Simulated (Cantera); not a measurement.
A closed system holds: 1 mol Cu2O, 13 mol CO, held at 23.0 Pa.

Equilibrium computed with Cantera from the NASA thermochemical tables; the gas is ideal and each condensed phase is pure. Candidate condensed phases: C, Cu, CuO, Cu2O; 15 gas species. Equilibrium is a limit: real reactors are often held back by kinetics, nucleation or transport.

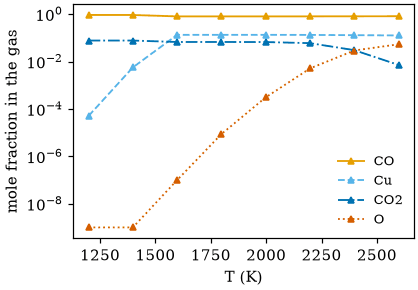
Equilibrium gas composition (values under 1e-9 drawn at 1e-9)

At 1198 K the condensed part is Cu(s). At 1398 K the condensed part is Cu(l). From 1598 K to 2598 K nothing is condensed. The main Cu-bearing gas is Cu throughout.
